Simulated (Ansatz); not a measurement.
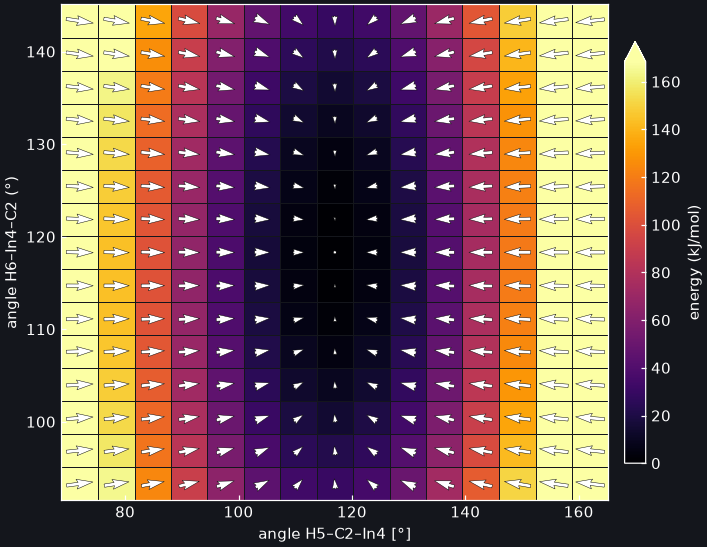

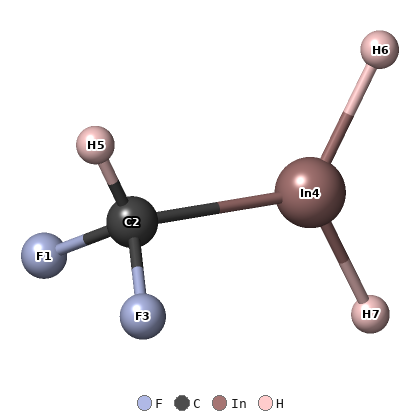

Energy landscape of CH3F2In, SMILES F[CH](F)[InH2]. 
- Coordinates scanned: (1) angle H5–C2–In4; (2) angle H6–In4–C2.
- Nothing is relaxed (all other coordinates rigid).
- Grid: 15 × 15 points.
- All energies are given in kJ/mol relative to the lowest grid point.
- These are results of RHF/def2-TZVP in Ansatz 0.2.0, not measurements.

In the figure: one coloured cell a grid point, arrows along the force (downhill), their lengths compressed, one colour for all values above the top of the scale. The second picture is the structure at the lowest point.

What does the map say about the system?

The lowest grid point is at angle H5–C2–In4 = 117.0°, angle H6–In4–C2 = 118.3°. No other kind of well shows on this grid. The highest grid point, angle H5–C2–In4 = 162.0°, angle H6–In4–C2 = 93.3°, lies 271 kJ/mol above the lowest. Round the minimum the two coordinates are nearly uncoupled.

Each point was launched as `ansatz run input.yaml --threads 1 --pin off --max-ram 2560MiB --backend cpu --events-out ev --progress --plain --runs-dir out`. Time for the 225 points that were run: 20 min on 1 thread of Arm Neoverse V2, on a shared host.
